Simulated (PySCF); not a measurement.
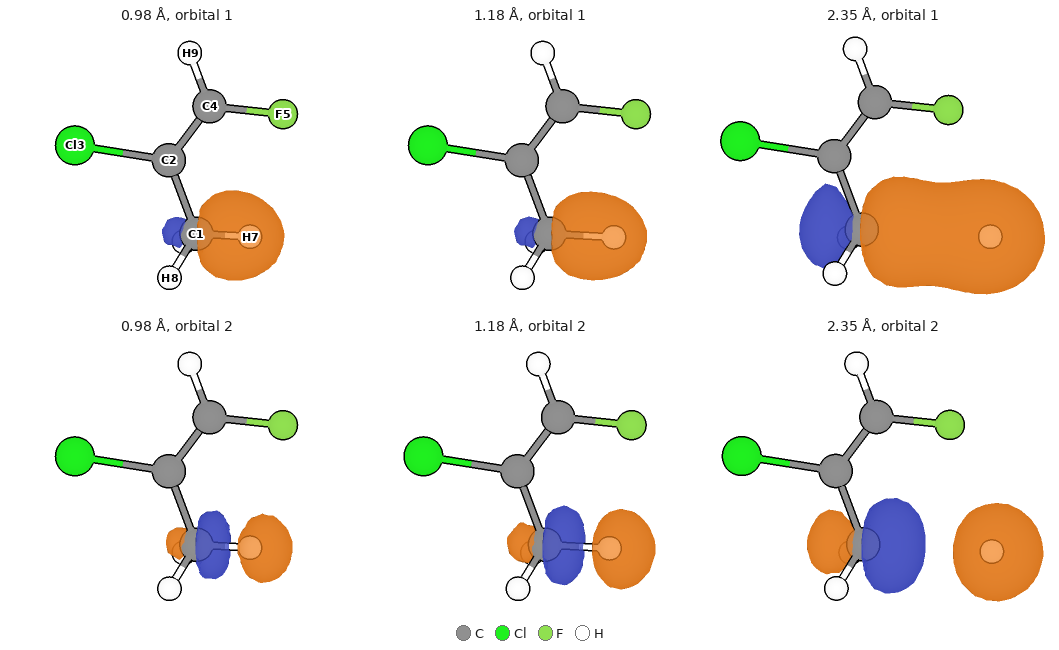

C3H4ClF, SMILES `C/C(Cl)=C\F`. Rigid stretch of the C1–H7 bond. The two CASSCF(2,2) natural orbitals nearest half filling (orbital 1 the more occupied).

Computed with PySCF, def2-SVP basis, geometry: GFN2-xTB. No frequency check shows the geometry to be a minimum. GFN2-xTB bond lengths at metals and heavier atoms can be off by up to 0.1 Å and shapes distorted, which carries into these values.

**How do the occupations change along the stretch?**

0.98 Å: 1.99 and 0.01; 1.18 Å: 1.98 and 0.02; 2.35 Å: 1.61 and 0.39. At the longest distance computed (3.00 Å) they are 1.27 and 0.73, and the effective number of unpaired electrons is 1.7.

**Where does the UHF solution part from RHF?**

Between 1.44 Å (⟨S²⟩ = 0, the two coincide) and 1.66 Å (⟨S²⟩ = 0.04); at 3.00 Å ⟨S²⟩ is 1.04 and UHF lies 3.7 eV below RHF.

**How much energy does the stretch cost?**

By CASSCF, 4.4 eV from the lowest point of the scan (1.07 Å) to 3.00 Å; RHF gives 7.6 eV from its own lowest point. The fragments aren't relaxed and dynamic correlation is missing, so this isn't a bond dissociation energy.
